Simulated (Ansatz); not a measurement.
# The pair FH···N₂: a pair, distance and turn

A grid of calculations on the pair FH···N₂, to see where the energy is lowest and how it rises around there.

Method: RKS B3LYP-D4/def2-TZVPD; program: Ansatz 0.2.0.

## Step 1: The system as given

4 atoms, charge 0, spin multiplicity 1.

Atoms are counted from 1 here; the program's logs count them from 0.

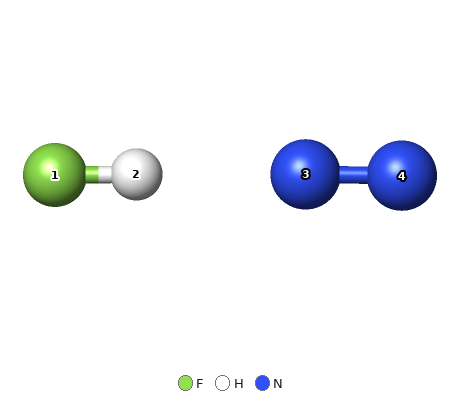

The starting geometry (fluorine green, hydrogen white, nitrogen blue); atoms are numbered from 1 in the order of the file.

As a file:

```mol
FHN2
  3D, bonds by distance, orders not assigned

  4  2  0  0  0  0  0  0  0  0999 V2000
   -0.0025    0.0512   -1.9549 F   0  0
   -0.0056    0.0312   -1.0160 H   0  0
   -0.0020   -0.0210    0.9310 N   0  0
    0.0100   -0.0614    2.0400 N   0  0
  1  2  8  0
  3  4  8  0
M  END
```

## Step 2: The minimum at this level

The input, input.yaml:

```yaml
crystal:
  periodic: [false, false, false]
  atoms:
    - { symbol: F, position_ang: [-0.002451, 0.051218, -1.954888] }
    - { symbol: H, position_ang: [-0.005601, 0.03123, -1.016049] }
    - { symbol: "N", position_ang: [-0.001983, -0.021041, 0.93096] }
    - { symbol: "N", position_ang: [0.010035, -0.061407, 2.039978] }
basis:
  gaussian: { orbitals: def2-TZVPD }
hamiltonian:
  xc: { name: B3LYP }
  dispersion: d4
output:
  forces: true
relax:
  f_tol: 0.003
  max_steps: 120
```

Command:

```console
$ ansatz run input.yaml --threads 1 --pin off --max-ram 2560MiB --backend cpu --events-out ev --progress --plain --runs-dir out
```

The log of the run (excerpt; [...] marks lines left out):

```text
Warning: RAYON_NUM_THREADS=1 ignored (pool sized by the plan → 1); use --threads N
[...]
Functional definition: B3LYP
[...]
606 factors; their error is unknown
[...]
mean field -5716.28271730 eV, -210.0695152251 hartree, gradient 2.4e-5 eV, S^2 0.000000; 0 other end points of the search recorded, 0 dependent functions left out
[...]
reference -5716.28294687 eV, -210.0695236616 hartree; 12, 12 occupied and 111, 111 virtual orbitals, 606 factors
relax step   1: F+E_penalty+E_count = -5716.32037312 eV  Δ(F+E_penalty+E_count) = +0.000e0 eV  max|allowed force component| = 3.017e0 eV/Å  Δτ_max = 0.0000 Å  (27 SCF iters, accepted)
[...]
relax step   3: F+E_penalty+E_count = -5716.35627714 eV  Δ(F+E_penalty+E_count) = -1.351e-3 eV  max|allowed force component| = 4.948e-2 eV/Å  Δτ_max = 0.0157 Å  (32 SCF iters, accepted)
[...]
relax step   4: F+E_penalty+E_count = -5716.35634500 eV  Δ(F+E_penalty+E_count) = -6.786e-5 eV  max|allowed force component| = 4.102e-4 eV/Å  Δτ_max = 0.0065 Å  (33 SCF iters, accepted)
606 factors; their error is unknown
mean field -5716.31967162 eV, -210.0708732713 hartree, gradient 1.4e-5 eV, S^2 0.000000; 1 other end points of the search recorded, 0 dependent functions left out
[...]
reference -5716.31990149 eV, -210.0708817191 hartree; 12, 12 occupied and 111, 111 virtual orbitals, 606 factors
Total energy: -5716.35657487 eV, -210.0722294410 hartree
Atom 0 at    -0.005593     0.055473    -1.991441 Å, force    -0.000070     0.000065     0.000392 eV/Å
Atom 1 at    -0.003342     0.029976    -1.062418 Å, force     0.000083    -0.000078    -0.000410 eV/Å
Atom 2 at     0.002668    -0.027266     0.982295 Å, force     0.000026    -0.000037     0.000381 eV/Å
Atom 3 at     0.006268    -0.058184     2.071565 Å, force    -0.000038     0.000050    -0.000362 eV/Å
Dipole moment:     0.001275    -0.013717     0.497056 e Å
```

Run time: 10 s. Hardware: 1 thread of Arm Neoverse V1, shared host; peak memory 0.16 GiB.

The steps of the relaxation:

```
step  energy from step 1 (eV)  largest force component (eV/Å)
   1                   0.0000                          3.0170
   2                  -0.0346                          0.4433
   3                  -0.0359                          0.0495
   4                  -0.0360                          0.0004
```

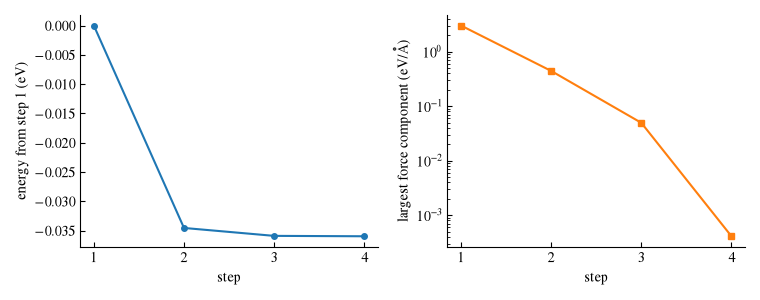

Energy and largest force along the relaxation.

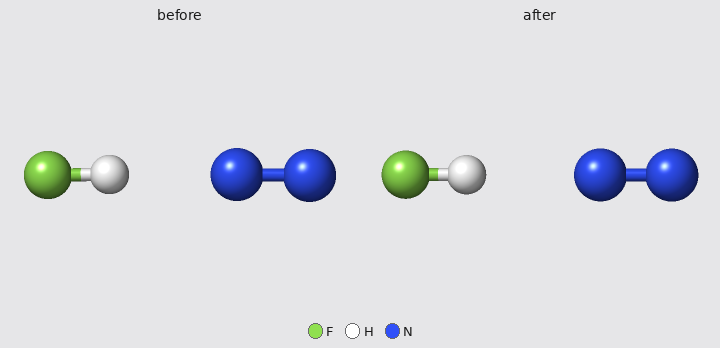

Before and after, at one scale.

Close pairs (by a distance rule), those that changed most:

```
 bond  before (Å)  after (Å)  change (Å)
N3–N4       1.110      1.090      -0.020
F1–H2       0.939      0.929      -0.010
```

## Step 3: The part N₂ alone, at the geometry typed

The input, input.yaml:

```yaml
crystal:
  periodic: [false, false, false]
  atoms:
    - { symbol: "N", position_ang: [0.002668, -0.027266, 0.982295] }
    - { symbol: "N", position_ang: [0.006268, -0.058184, 2.071565] }
basis:
  gaussian: { orbitals: def2-TZVPD }
hamiltonian:
  xc: { name: B3LYP }
  dispersion: d4
output:
  forces: true
```

Command:

```console
$ ansatz run input.yaml --threads 1 --pin off --max-ram 2560MiB --backend cpu --events-out ev --progress --plain --runs-dir out
```

The log of the run (excerpt; [...] marks lines left out):

```text
Warning: RAYON_NUM_THREADS=1 ignored (pool sized by the plan → 1); use --threads N
[...]
[... 1 set-up line as earlier in the session ...]
[...]
358 factors; their error is unknown
[...]
mean field -2981.65477774 eV, -109.5737920436 hartree, gradient 6.2e-6 eV, S^2 0.000000; 0 other end points of the search recorded, 0 dependent functions left out
[...]
reference -2981.65491300 eV, -109.5737970143 hartree; 7, 7 occupied and 67, 67 virtual orbitals, 358 factors
Total energy: -2981.67093953 eV, -109.5743859785 hartree
Atom 0 at     0.002668    -0.027266     0.982295 Å, force    -0.000561     0.004815    -0.169619 eV/Å
Atom 1 at     0.006268    -0.058184     2.071565 Å, force     0.000561    -0.004815     0.169619 eV/Å
Dipole moment:    -0.000000     0.000000     0.000000 e Å
```

It took 0.58 s on 1 thread of Arm Neoverse V1, shared host; peak memory 0.088 GiB.

## Step 4: Reference: HF by itself, as typed

The input, input.yaml:

```yaml
crystal:
  periodic: [false, false, false]
  atoms:
    - { symbol: F, position_ang: [-0.005593, 0.055473, -1.991441] }
    - { symbol: H, position_ang: [-0.003342, 0.029976, -1.062418] }
basis:
  gaussian: { orbitals: def2-TZVPD }
hamiltonian:
  xc: { name: B3LYP }
  dispersion: d4
output:
  forces: true
```

Command:

```console
$ ansatz run input.yaml --threads 1 --pin off --max-ram 2560MiB --backend cpu --events-out ev --progress --plain --runs-dir out
```

The log of the run (excerpt; [...] marks lines left out):

```text
Warning: RAYON_NUM_THREADS=1 ignored (pool sized by the plan → 1); use --threads N
[...]
[... 1 set-up line as earlier in the session ...]
[...]
248 factors; their error is unknown
[...]
mean field -2734.57247660 eV, -100.4936849553 hartree, gradient 6.0e-5 eV, S^2 0.000000; 0 other end points of the search recorded, 0 dependent functions left out
[...]
reference -2734.57265248 eV, -100.4936914186 hartree; 5, 5 occupied and 44, 44 virtual orbitals, 248 factors
Total energy: -2734.57564822 eV, -100.4938015100 hartree
Atom 0 at    -0.005593     0.055473    -1.991441 Å, force     0.000545    -0.006173     0.224928 eV/Å
Atom 1 at    -0.003342     0.029976    -1.062418 Å, force    -0.000545     0.006173    -0.224928 eV/Å
Dipole moment:     0.000916    -0.010375     0.378045 e Å
```

Run time: 0.35 s. Hardware: 1 thread of Arm Neoverse V1, shared host; peak memory 0.069 GiB.

## Step 5: Setting up the map

- distance N3···H2: 15 values from 1.718 to 3.718 Å
- turn of F1, H2 about its own atom H2: 15 values from −180 to 156 °, periodic

Nothing else is relaxed (both partners rigid). Energies count from the two partners far apart, frozen as in the relaxed pair, each in its own basis (no counterpoise correction). Points are written as (first, second).

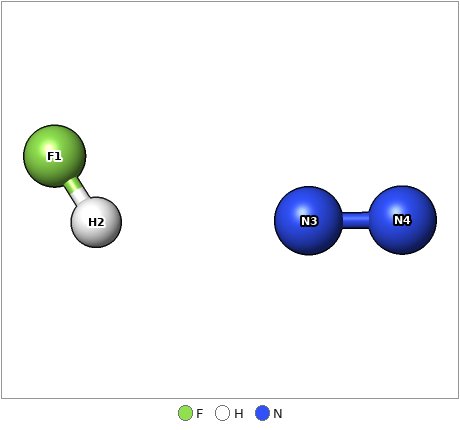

The geometry at (2.476 Å, 60°).

Below, 3 of the grid's runs; all are launched alike.

## Step 6: Grid point (2.064 Å, 12°)

The input, input.yaml:

```yaml
crystal:
  periodic: [false, false, false]
  atoms:
    - { symbol: F, position_ang: [-0.138005, 0.196104, -1.985429] }
    - { symbol: H, position_ang: [-0.003397, 0.030493, -1.080888] }
    - { symbol: "N", position_ang: [0.002668, -0.027266, 0.982295] }
    - { symbol: "N", position_ang: [0.006268, -0.058184, 2.071565] }
basis:
  gaussian: { orbitals: def2-TZVPD }
hamiltonian:
  xc: { name: B3LYP }
  dispersion: d4
output:
  forces: true
```

Command:

```console
$ ansatz run input.yaml --threads 1 --pin off --max-ram 2560MiB --backend cpu --events-out ev --progress --plain --runs-dir out
```

The log of the run (excerpt; [...] marks lines left out):

```text
Warning: RAYON_NUM_THREADS=1 ignored (pool sized by the plan → 1); use --threads N
[...]
[... 1 set-up line as earlier in the session ...]
[...]
606 factors; their error is unknown
[...]
mean field -5716.31600387 eV, -210.0707384842 hartree, gradient 2.6e-5 eV, S^2 0.000000; 0 other end points of the search recorded, 0 dependent functions left out
[...]
reference -5716.31623339 eV, -210.0707469187 hartree; 12, 12 occupied and 111, 111 virtual orbitals, 606 factors
Total energy: -5716.35282447 eV, -210.0720916160 hartree
Atom 0 at    -0.138005     0.196104    -1.985429 Å, force     0.026887    -0.028644     0.002307 eV/Å
Atom 1 at    -0.003397     0.030493    -1.080888 Å, force    -0.043030     0.045759    -0.000357 eV/Å
Atom 2 at     0.002668    -0.027266     0.982295 Å, force     0.024670    -0.026043    -0.007511 eV/Å
Atom 3 at     0.006268    -0.058184     2.071565 Å, force    -0.008527     0.008927     0.005561 eV/Å
Dipole moment:     0.054392    -0.069840     0.482955 e Å
```

Wall time 1.9 s (1 thread of Arm Neoverse V1, shared host); peak memory 0.15 GiB.

Energy on the map's scale: −2.4 kcal/mol.

## Step 7: The run at (2.476 Å, 60°)

The input, input.yaml:

```yaml
crystal:
  periodic: [false, false, false]
  atoms:
    - { symbol: F, position_ang: [-0.557251, 0.640714, -1.939819] }
    - { symbol: H, position_ang: [-0.004607, 0.042023, -1.492725] }
    - { symbol: "N", position_ang: [0.002668, -0.027266, 0.982295] }
    - { symbol: "N", position_ang: [0.006268, -0.058184, 2.071565] }
basis:
  gaussian: { orbitals: def2-TZVPD }
hamiltonian:
  xc: { name: B3LYP }
  dispersion: d4
output:
  forces: true
```

Command:

```console
$ ansatz run input.yaml --threads 1 --pin off --max-ram 2560MiB --backend cpu --events-out ev --progress --plain --runs-dir out
```

The log of the run (excerpt; [...] marks lines left out):

```text
Warning: RAYON_NUM_THREADS=1 ignored (pool sized by the plan → 1); use --threads N
[...]
[... 1 set-up line as earlier in the session ...]
[...]
606 factors; their error is unknown
[...]
mean field -5716.25483879 eV, -210.0684907088 hartree, gradient 2.3e-5 eV, S^2 0.000000; 0 other end points of the search recorded, 0 dependent functions left out
[...]
reference -5716.25506465 eV, -210.0684990091 hartree; 12, 12 occupied and 111, 111 virtual orbitals, 606 factors
Total energy: -5716.28999726 eV, -210.0697827586 hartree
Atom 0 at    -0.557251     0.640714    -1.939819 Å, force     0.120946    -0.128228    -0.014542 eV/Å
Atom 1 at    -0.004607     0.042023    -1.492725 Å, force    -0.157616     0.167404     0.006985 eV/Å
Atom 2 at     0.002668    -0.027266     0.982295 Å, force     0.062590    -0.064239    -0.092737 eV/Å
Atom 3 at     0.006268    -0.058184     2.071565 Å, force    -0.025919     0.025063     0.100295 eV/Å
Dipole moment:     0.217834    -0.237353     0.231273 e Å
```

Run time: 2.1 s. Hardware: 1 thread of Arm Neoverse V1, shared host; peak memory 0.15 GiB.

Energy on the map's scale: −1.0 kcal/mol.

[end of part 1 of 2]
